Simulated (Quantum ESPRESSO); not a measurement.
# CoO: which magnetic order is lowest, part 2 of 2

Wanted: the moments of CoO and the energy of each order that was tried.

Quantum ESPRESSO 7.5; LDA with U = 3.5 eV on Co d (ortho-atomic projectors); plane waves with GBRV 1.5 LDA potentials, no spin-orbit coupling.

So far, absolute magnetization (μB): step 2 (start 1: ferro +) 3.01.

## Step 3: Start 2: antiferro q=(0,0,1/2) +−

This order needs a doubled cell of 4 atoms. The wavevector q is in fractions of the reciprocal vectors of the crystal's primitive cell, as the cells of these inputs are built from it; moments change sign between cells as cos(2π q·R).

Input file pw.in:

```
&CONTROL
  calculation = 'scf'
  prefix = 'pwscf'
  outdir = './tmp'
  pseudo_dir = './pseudo'
  disk_io = 'nowf'
/
&SYSTEM
  ibrav = 0
  nat = 4
  ntyp = 3
  ecutwfc = 40
  ecutrho = 280
  nbnd = 32
  occupations = 'smearing'
  smearing = 'fd'
  degauss = 0.00367493
  nspin = 2
  starting_magnetization(1) = 0.1765
  starting_magnetization(2) = -0.1765
  starting_magnetization(3) = 0
/
&ELECTRONS
  conv_thr = 8d-09
  electron_maxstep = 150
  mixing_beta = 0.3
/
ATOMIC_SPECIES
Co1    58.9332 co_lda_v1.2.uspp.F.UPF
Co2    58.9332 co_lda_v1.2.uspp.F.UPF
O      15.9990 o_lda_v1.2.uspp.F.UPF
CELL_PARAMETERS angstrom
   0.0000000000    2.1315000000    2.1315000000
   2.1315000000    0.0000000000    2.1315000000
   4.2630000000    4.2630000000    0.0000000000
ATOMIC_POSITIONS crystal
Co1     0.0000000000    0.0000000000    0.0000000000
Co2     0.0000000000    0.0000000000    0.5000000000
O       0.5000000000    0.5000000000    0.2500000000
O       0.5000000000    0.5000000000    0.7500000000
K_POINTS automatic
8 8 4 0 0 0
HUBBARD {ortho-atomic}
U Co1-3d 3.5000
U Co2-3d 3.5000
```

Started as:

```
$ OMP_NUM_THREADS=1 mpirun -n 4 pw.x -nk 4 -in pw.in > pw.out
```

The log of the run:

```text
[banner, memory and clock lines left out]
Program PWSCF v.7.5 starts

     Message from routine setup:
     using ibrav=0 with symmetry is DISCOURAGED, use correct ibrav instead

     bravais-lattice index     =            0
     lattice parameter (alat)  =       5.6964  a.u.
     unit-cell volume          =     261.4042 (a.u.)^3
     number of atoms/cell      =            4
     number of atomic types    =            3
     number of electrons       =        46.00
     number of Kohn-Sham states=           32
     kinetic-energy cutoff     =      40.0000  Ry
     charge density cutoff     =     280.0000  Ry
     scf convergence threshold =      8.0E-09
     mixing beta               =       0.3000
     number of iterations used =            8  plain     mixing
     Exchange-correlation= SLA  PZ   NOGX NOGC
                           (   1   1   0   0   0   0   0)
     Hubbard projectors: ortho-atomic
     Hubbard parameters of DFT+U (Dudarev formulation) in eV:
     U(Co1-3d) =  3.5000
     U(Co2-3d) =  3.5000

     Internal variables: lda_plus_u =T, lda_plus_u_kind = 0

     Internal variables: orbital_resolved =F, hub_pot_fix =F, apply_U = F

     celldm(1)=   5.696383  celldm(2)=   0.000000  celldm(3)=   0.000000
     celldm(4)=   0.000000  celldm(5)=   0.000000  celldm(6)=   0.000000

     crystal axes: (cart. coord. in units of alat)
               a(1) = (   0.000000   0.707107   0.707107 )
               a(2) = (   0.707107   0.000000   0.707107 )
               a(3) = (   1.414214   1.414214   0.000000 )

     reciprocal axes: (cart. coord. in units 2 pi/alat)
               b(1) = ( -0.707107  0.707107  0.707107 )
               b(2) = (  0.707107 -0.707107  0.707107 )
               b(3) = (  0.353553  0.353553 -0.353553 )

     PseudoPot. # 1 for Co read from file:
     co_lda_v1.2.uspp.F.UPF
     Pseudo is Ultrasoft + core correction, Zval = 17.0

     PseudoPot. # 2 for Co read from file:
     co_lda_v1.2.uspp.F.UPF
     Pseudo is Ultrasoft + core correction, Zval = 17.0

     PseudoPot. # 3 for O  read from file:
     o_lda_v1.2.uspp.F.UPF
     Pseudo is Ultrasoft + core correction, Zval =  6.0

     atomic species   valence    mass     pseudopotential
     Co1              17.00    58.93320     Co( 1.00)
     Co2              17.00    58.93320     Co( 1.00)
     O                 6.00    15.99900     O ( 1.00)

     Starting magnetic structure
     atomic species   magnetization
     Co1             0.176
     Co2            -0.176
     O               0.000

     12 Sym. Ops., with inversion, found

   Cartesian axes

     site n.     atom                  positions (alat units)
         1        Co1    tau(   1) = (   0.0000000   0.0000000   0.0000000  )
         2        Co2    tau(   2) = (   0.7071068   0.7071068   0.0000000  )
         3        O      tau(   3) = (   0.7071068   0.7071068   0.7071068  )
         4        O      tau(   4) = (   1.4142136   1.4142136   0.7071068  )

     number of k points=    35  Fermi-Dirac smearing, width (Ry)=  0.0037
                       cart. coord. in units 2pi/alat
        k(    1) = (   0.0000000   0.0000000   0.0000000), wk =   0.0039062
        k(    2) = (   0.0883883   0.0883883  -0.0883883), wk =   0.0078125
        k(    3) = (  -0.1767767  -0.1767767   0.1767767), wk =   0.0039062
        k(    4) = (   0.0883883  -0.0883883   0.0883883), wk =   0.0234375
        k(    5) = (   0.1767767   0.0000000   0.0000000), wk =   0.0234375
        [... 30 further k-points ...]

     Dense  grid:    20749 G-vectors     FFT dimensions: (  32,  32,  64)

     Smooth grid:     8953 G-vectors     FFT dimensions: (  24,  24,  45)

     Check: negative core charge=   -0.000039
     Generating pointlists ...
     new r_m :   0.2917 (alat units)  1.6615 (a.u.) for type    1
     new r_m :   0.2917 (alat units)  1.6615 (a.u.) for type    2
     new r_m :   0.2917 (alat units)  1.6615 (a.u.) for type    3

     Initial potential from superposition of free atoms

     starting charge      44.0000, renormalised to      46.0000

     STARTING HUBBARD OCCUPATIONS:

     =================== HUBBARD OCCUPATIONS ===================
     ------------------------ ATOM    1 ------------------------
     Tr[ns(  1)] (up, down, total) =   5.00000  2.00000  7.00000
     Atomic magnetic moment for atom   1 =   3.00000
     [... lines left out ...]
     ------------------------ ATOM    2 ------------------------
     Tr[ns(  2)] (up, down, total) =   2.00000  5.00000  7.00000
     Atomic magnetic moment for atom   2 =  -3.00000
     [... lines left out ...]
     Number of occupied Hubbard levels =   14.0000

     Atomic wfc used for Hubbard projectors are orthogonalized

     Starting wfcs are   34 randomized atomic wfcs

     Self-consistent Calculation

     iteration #  1     ecut=    40.00 Ry     beta= 0.30
     Davidson diagonalization with overlap
     ethr =  1.00E-02,  avg # of iterations =  2.9

     =================== HUBBARD OCCUPATIONS ===================
     ------------------------ ATOM    1 ------------------------
     Tr[ns(  1)] (up, down, total) =   4.59823  0.97179  5.57002
     Atomic magnetic moment for atom   1 =   3.62644
     [... lines left out ...]
     ------------------------ ATOM    2 ------------------------
     Tr[ns(  2)] (up, down, total) =   0.97181  4.59810  5.56991
     Atomic magnetic moment for atom   2 =  -3.62630
     [... lines left out ...]
     Number of occupied Hubbard levels =   11.1399

     total energy              =    -657.28117893 Ry
     estimated scf accuracy    <      11.93098748 Ry

     total magnetization       =    -0.00 Bohr mag/cell
     absolute magnetization    =     7.38 Bohr mag/cell

     iteration #  2     ecut=    40.00 Ry     beta= 0.30
     Davidson diagonalization with overlap
     ethr =  1.00E-02,  avg # of iterations =  2.6

     total energy              =    -659.21613666 Ry
     estimated scf accuracy    <      10.22513690 Ry

     total magnetization       =     0.00 Bohr mag/cell
     absolute magnetization    =     2.19 Bohr mag/cell

     [... further iterations left out ...]

     iteration # 19     ecut=    40.00 Ry     beta= 0.30
     Davidson diagonalization with overlap
     ethr =  1.13E-10,  avg # of iterations =  1.5

     total energy              =    -660.84158482 Ry
     estimated scf accuracy    <       0.00000003 Ry

     total magnetization       =     0.00 Bohr mag/cell
     absolute magnetization    =     5.36 Bohr mag/cell

     iteration # 20     ecut=    40.00 Ry     beta= 0.30
     Davidson diagonalization with overlap
     ethr =  6.61E-11,  avg # of iterations =  1.0

     Magnetic moment per site  (integrated on atomic sphere of radius R)
     atom   1 (R=0.292)  charge= 14.6100  magn=  2.5166
     atom   2 (R=0.292)  charge= 14.6100  magn= -2.5167
     atom   3 (R=0.292)  charge=  5.7409  magn=  0.0000
     atom   4 (R=0.292)  charge=  5.7409  magn=  0.0000

     End of self-consistent calculation

     =================== HUBBARD OCCUPATIONS ===================
     ------------------------ ATOM    1 ------------------------
     Tr[ns(  1)] (up, down, total) =   4.95755  2.37055  7.32810
     Atomic magnetic moment for atom   1 =   2.58699
     [... lines left out ...]
     ------------------------ ATOM    2 ------------------------
     Tr[ns(  2)] (up, down, total) =   2.37051  4.95755  7.32805
     Atomic magnetic moment for atom   2 =  -2.58704
     [... lines left out ...]
     Number of occupied Hubbard levels =   14.6562

     [... lines left out ...]
     the Fermi energy is    12.8077 ev

!    total energy              =    -660.84158482 Ry
     estimated scf accuracy    <          3.3E-09 Ry
     smearing contrib. (-TS)   =      -0.00471887 Ry
     internal energy E=F+TS    =    -660.83686595 Ry

     The total energy is F=E-TS. E is the sum of the following terms:
     one-electron contribution =    -366.21062946 Ry
     hartree contribution      =     209.06997983 Ry
     xc contribution           =     -78.81725464 Ry
     ewald contribution        =    -425.12572344 Ry
     Hubbard energy            =       0.24676176 Ry

     total magnetization       =    -0.00 Bohr mag/cell
     absolute magnetization    =     5.36 Bohr mag/cell

     convergence has been achieved in  20 iterations
```

The job ended after 19 s (4 MPI ranks of Arm Neoverse V2, shared host; peak memory 0.36 GiB; 76 s of CPU time).

Spin moment in the atom's sphere by atom:

| atom | spin moment in the atom's sphere (μB) |
| --- | --- |
| Co1 | 2.52 |
| Co2 | -2.52 |
| O3 | 0.00 |
| O4 | 0.00 |

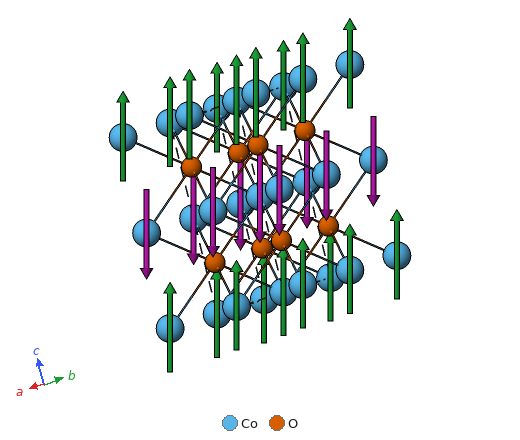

Spin moment in the atom's sphere as arrows, the longest 2.52 μB. Up and down stand for the sign. Arrows give size and sign along the axis of quantisation, drawn up and down the page. The two directions have two colours. Bonds to atoms that aren't drawn are left out. 2×2×1 cells are drawn. Some periodic images of atoms are drawn too.

Numbers from this step:

* smearing term TS: 0.06420 eV
* magnetization: 0 μB
* absolute magnetization: 5.357 μB
* final state: antiferromagnetic

## Step 4: Run 3 (antiferro q=(0,1/2,1/2) +−)

The cell is doubled to 4 atoms to hold this order.

Changes to pw.in since step 3:

```diff
@@ -33,11 +33,11 @@
    0.0000000000    2.1315000000    2.1315000000
-   2.1315000000    0.0000000000    2.1315000000
-   4.2630000000    4.2630000000    0.0000000000
+   4.2630000000    0.0000000000    4.2630000000
+   4.2630000000    2.1315000000    2.1315000000
 ATOMIC_POSITIONS crystal
 Co1     0.0000000000    0.0000000000    0.0000000000
-Co2     0.0000000000    0.0000000000    0.5000000000
-O       0.5000000000    0.5000000000    0.2500000000
-O       0.5000000000    0.5000000000    0.7500000000
+Co2     0.0000000000    0.5000000000    0.0000000000
+O       0.5000000000    0.0000000000    0.5000000000
+O       0.5000000000    0.5000000000    0.5000000000
 K_POINTS automatic
-8 8 4 0 0 0
+8 4 8 0 0 0
 HUBBARD {ortho-atomic}
```

The log of the run:

```text
     [... lines left out ...]
Program PWSCF v.7.5 starts
     [... lines left out ...]
     number of atoms/cell      =            4
     [... lines left out ...]
     number of electrons       =        46.00
     number of Kohn-Sham states=           32
     kinetic-energy cutoff     =      40.0000  Ry
     charge density cutoff     =     280.0000  Ry
     scf convergence threshold =      8.0E-09
     [... lines left out ...]
     16 Sym. Ops., with inversion, found
     [... lines left out ...]
     number of k points=    39  Fermi-Dirac smearing, width (Ry)=  0.0037
     [... lines left out ...]
     iteration # 30     ecut=    40.00 Ry     beta= 0.30
     [... lines left out ...]
     Magnetic moment per site  (integrated on atomic sphere of radius R)
     atom   1 (R=0.292)  charge= 14.6329  magn=  2.3734
     atom   2 (R=0.292)  charge= 14.6329  magn= -2.3735
     atom   3 (R=0.292)  charge=  5.7240  magn= -0.0464
     atom   4 (R=0.292)  charge=  5.7240  magn=  0.0463
     [... lines left out ...]
     Tr[ns(  1)] (up, down, total) =   4.90629  2.46209  7.36839
     [... lines left out ...]
     Tr[ns(  2)] (up, down, total) =   2.46204  4.90631  7.36835
     [... lines left out ...]
     the Fermi energy is    12.7189 ev
!    total energy              =    -660.82553205 Ry
     estimated scf accuracy    <          1.2E-09 Ry
     smearing contrib. (-TS)   =      -0.00607612 Ry
     [... lines left out ...]
     total magnetization       =    -0.00 Bohr mag/cell
     absolute magnetization    =     5.09 Bohr mag/cell
     convergence has been achieved in  30 iterations
```

The job ended after 41 s (4 MPI ranks; peak memory 0.38 GiB).

Spin moment in the atom's sphere by atom:

| atom | spin moment in the atom's sphere (μB) |
| --- | --- |
| Co1 | 2.37 |
| Co2 | -2.37 |
| O3 | -0.05 |
| O4 | 0.05 |

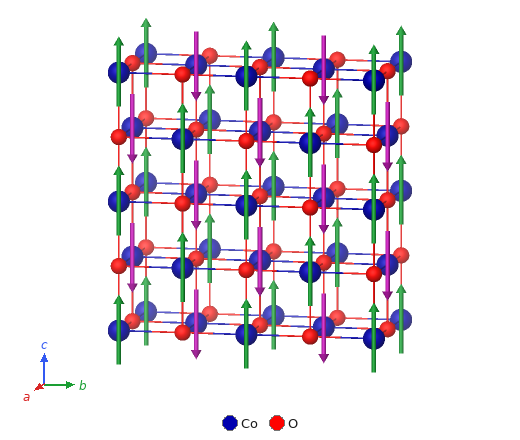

Spin moment in the atom's sphere as arrows, the longest 2.37 μB. Up and down stand for the sign. Arrows give size and sign along the axis of quantisation, drawn up and down the page. The two directions have two colours. 1×2×2 conventional cells are drawn. Some periodic images of atoms are drawn too.

This step gave:

```yaml
smearing_term_ts: 0.08267 eV
magnetization: 0 μB
absolute_magnetization: 5.087 μB
final_state: antiferromagnetic
```

## Step 5: Ranking

An order is kept where moments of 0.15 μB or more survive with the typed signs; meshes match where a doubled cell samples the same k points as the first cell.

Orders:

| start | final state | typed order kept | energy over the lowest (meV a seeded atom) | largest site moment (μB) | net moment (μB a cell of the first run) | mesh matched | CPU time (s) |
| --- | --- | --- | --- | --- | --- | --- | --- |
| ferro + | ferromagnetic | yes | 52.97 | 2.585 | 2.989 | yes | 15.89 |
| antiferro q=(0,0,1/2) +- | antiferromagnetic | yes | 0 | 2.517 | 0 | yes | 75.61 |
| antiferro q=(0,1/2,1/2) +- | antiferromagnetic | yes | 109.2 | 2.374 | 0 | yes | 162.8 |

## Step 6: Occupations of the corrected shells in the lowest state

Occupations of the Hubbard shells:

| block | type | shell | spin | electrons | occupation numbers |
| --- | --- | --- | --- | --- | --- |
| 1 | Co1 | 3d | up | 4.957 | 0.988 0.988 0.994 0.994 0.994 |
| 1 | Co1 | 3d | down | 2.371 | 0.160 0.160 0.668 0.668 0.713 |
| 2 | Co2 | 3d | up | 2.37 | 0.160 0.160 0.668 0.668 0.713 |
| 2 | Co2 | 3d | down | 4.957 | 0.988 0.988 0.994 0.994 0.994 |

## Step 7: Summary of results

```
lowest state found      : antiferromagnetic (from antiferro q=(0,0,1/2) +-)
largest site moment     : 2.52 μB
next state with moments : ferromagnetic, 53.0 meV a seeded atom higher
```

This is the lowest of 3 collinear or spinless starts, no proof of the ground state. The smearing term is large for its width, so states at the Fermi level are partly filled: at this level the cell is a metal or has a gap of a few widths at most. Degenerate orbitals of a corrected shell are partly filled. Whether a state of lower symmetry lies under this one was not tested; under a U it often does.

[Logs and program files are shortened in this print: banners, set-up blocks, solver, clock and traceback lines can be left out without a mark of their own.]

[Logs are printed without paths, hosts, clocks, repeated set-up lines and the standing remarks that a program may print on its own settings, such as how far it seeks lower states.]

[Hosts, paths, dates, database ids (printed as entryN), source tags and the programs' standing remarks are cut or masked in the printed files.]

[Where a cell is said to come from a database of computed structures, the database is the Materials Project.]
